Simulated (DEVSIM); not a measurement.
Structure: TaN/Si3N4/p-Ge capacitor, at 300 K.

```tsv
layer (left to right)	material	thickness (nm)	Na (cm⁻³)
1	Si3N4	2.10	-
2	Ge	13000	2e15
```

Metal gate on the left, work function 4.4 eV. Fixed charge at the semiconductor interface 1.1e10 cm⁻² (in units of +e); no interface traps.

Constants are typed, rounded textbook-type inputs, not results; the design itself was drawn at random and stands for no fabricated device. Values at 300 K.

| parameter | Si3N4 | Ge |
|---|---|---|
| gap (eV) | 5.1 | 0.664 |
| affinity (eV) | 2.1 | 4 |
| permittivity | 7.5 | 16 |
| Nc (cm⁻³) | - | 1.04e19 |
| Nv (cm⁻³) | - | 6e18 |

Model (solved in DEVSIM): 1D Poisson equation in equilibrium, Boltzmann statistics, complete ionisation; no quantum confinement or tunnelling. Metal contacts follow the ideal Schottky-Mott rule: no Fermi-level pinning, no interface dipoles.

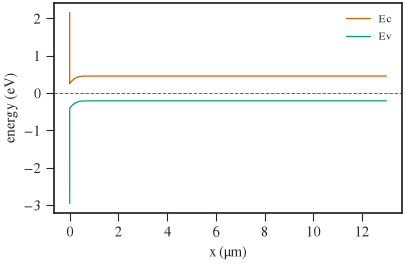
Figure: Band edges at 0.15 V on the gate

Energies count from the Fermi level of the right contact; mesh points crowd at the junctions.

| x (μm) | Ec (eV) | Ev (eV) | n (cm⁻³) | p (cm⁻³) | field (V/cm) |
|---|---|---|---|---|---|
| 0.000 | 2.150 | -2.950 | < 1e2 | < 1e2 | 17000 |
| 0.0009431 | 2.152 | -2.948 | < 1e2 | < 1e2 | 17000 |
| 0.001784 | 2.153 | -2.947 | < 1e2 | < 1e2 | 17000 |
| 0.002935 | 0.254 | -0.410 | 5.6e14 | 7.9e11 | 9100 |
| 0.007047 | 0.258 | -0.406 | 4.8e14 | 9.1e11 | 9000 |
| 0.01519 | 0.265 | -0.399 | 3.6e14 | 1.2e12 | 8800 |
| 0.03309 | 0.281 | -0.383 | 2.0e14 | 2.2e12 | 8300 |
| 0.09933 | 0.331 | -0.334 | 2.9e13 | 1.5e13 | 6800 |
| 0.2305 | 0.400 | -0.264 | 2.0e12 | 2.2e14 | 3900 |
| 0.5367 | 0.453 | -0.211 | 2.6e11 | 1.7e15 | 410 |
| 1.210 | 0.457 | -0.207 | 2.2e11 | 2.0e15 | ≈ 0 |
| 3.700 | 0.457 | -0.207 | 2.2e11 | 2.0e15 | ≈ 0 |
| 8.046 | 0.457 | -0.207 | 2.2e11 | 2.0e15 | ≈ 0 |
| 10.88 | 0.457 | -0.207 | 2.2e11 | 2.0e15 | ≈ 0 |
| 12.31 | 0.457 | -0.207 | 2.2e11 | 2.0e15 | ≈ 0 |
| 12.70 | 0.457 | -0.207 | 2.2e11 | 2.0e15 | ≈ 0 |
| 12.87 | 0.457 | -0.207 | 2.2e11 | 2.0e15 | ≈ 0 |
| 12.95 | 0.457 | -0.207 | 2.2e11 | 2.0e15 | ≈ 0 |
| 12.98 | 0.457 | -0.207 | 2.2e11 | 2.0e15 | ≈ 0 |
| 12.99 | 0.457 | -0.207 | 2.2e11 | 2.0e15 | ≈ 0 |
| 13.00 | 0.457 | -0.207 | 2.2e11 | 2.0e15 | ≈ 0 |
| 13.00 | 0.457 | -0.207 | 2.2e11 | 2.0e15 | ≈ 0 |
